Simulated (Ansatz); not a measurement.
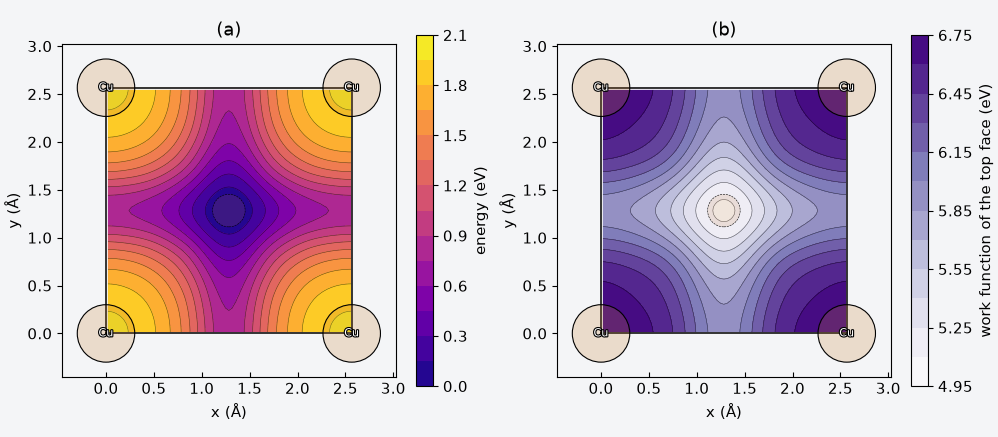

O on a Cu(100) slab cut from the Fm-3m phase, its upper half relaxed before the scan (12 atoms of substrate and one adsorbate in a 2 × 2 cell). O is moved over the surface cell; relaxed at each place: the height of the adsorbate's atoms; substrate rigid; the origin of the map has the adsorbate above Cu9. Places are given modulo a cell vector. The map is drawn in real space over the plane of the surface. Grid: 6 × 6 points; 10 points were computed and 26 follow by symmetry. Places are given in fractions of the 1 × 1 surface cell. Energies are in eV, from the lowest grid point. The runs have no spin polarisation; a magnetic state may lie lower. These are results of DFT PBE, scalar-relativistic, plane waves, PAW (Ansatz 0.2.0), not measurements. Settings: cutoff 420 eV, k-mesh 5×5×1, gaussian smearing 0.1 eV, no spin polarisation.

Panel (a) is the energy; panel (b) is the computed work function of the top face, in eV.

Drawn: filled contours, labelled circles for the atoms of the top layer and small ones for the second layer, the outline of one cell of the plane. Between grid points the surface is interpolated.

**How does the work function of the top face vary over the map, and what is it at the lowest grid point?**

It runs from 5.07 eV at a fourfold hollow over a second-layer Cu atom, (3/6, 3/6) of the cell vectors to 6.74 eV at the top site over a surface Cu atom, (0/6, 0/6) of the cell vectors. At the lowest grid point, a fourfold hollow over a second-layer Cu atom, (3/6, 3/6) of the cell vectors, it is 5.07 eV.

PAW datasets: the set soft_1.
